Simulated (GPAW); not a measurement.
Band structure of SiC (P6_3mc, 4 atoms in the cell).

```
CELL_PARAMETERS angstrom
      3.07351     0.00000     0.00000
     -1.53676     2.66174     0.00000
      0.00000     0.00000     5.04525
ATOMIC_POSITIONS crystal
  Si 0.33333 0.66667 0.49960
  Si 0.66667 0.33333 0.99960
  C  0.33333 0.66667 0.87540
  C  0.66667 0.33333 0.37540
```

Method: PBE, GPAW PAW datasets PBE (gpaw-data 1.0.1) (plane waves; GPAW).

Settings: mode = pw; ecut = 950 eV; xc = PBE; kpts = 6 6 4; mesh shift (steps) = 0 0 0; occupations.name = fermi-dirac; occupations.width = 0.02 eV; nbands = -6; convergence.forces = 0.001 eV/Å; convergence.bands = -4; symmetry.symmorphic = false; symmetry.tolerance = 0.0005; maxiter = 150; bandpath_npoints = 40.

The starting cell comes from a database of computed structures (which also holds hypothetical and non-ambient phases and stackings), without a prior relaxation at this level.

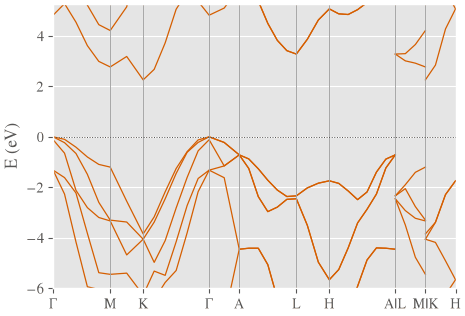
Fig. 1. Bands along the path, energies from the top of the valence band on the SCF mesh.

**Question.** Read off roughly the gap and where its edges lie.

**Answer.** The gap along the path is about 2.3 eV (computed: 2.26 eV), from Γ to K; the smallest direct gap on it is 3.97 eV.

Levels in eV from the top of the valence band on the SCF mesh, bands 5 to 12:
```json
[
 {"point": "Γ", "5": "-1.32", "6": "-0.11", "7": "0.00", "8": "0.00", "9": "4.82", "10": "6.24", "11": "6.67", "12": "6.67"},
 {"point": "M", "5": "-5.45", "6": "-3.33", "7": "-3.30", "8": "-1.20", "9": "2.77", "10": "4.21", "11": "6.90", "12": "7.12"},
 {"point": "K", "5": "-6.27", "6": "-4.06", "7": "-4.06", "8": "-3.85", "9": "2.26", "10": "8.17", "11": "8.86", "12": "8.86"},
 {"point": "A", "5": "-0.71", "6": "-0.71", "7": "-0.71", "8": "-0.71", "9": "5.91", "10": "5.91", "11": "7.35", "12": "7.35"},
 {"point": "L", "5": "-2.45", "6": "-2.45", "7": "-2.34", "8": "-2.34", "9": "3.28", "10": "3.28", "11": "5.25", "12": "5.25"},
 {"point": "H", "5": "-5.66", "6": "-5.66", "7": "-1.74", "8": "-1.74", "9": "5.07", "10": "5.07", "11": "6.02", "12": "6.02"}
]
```
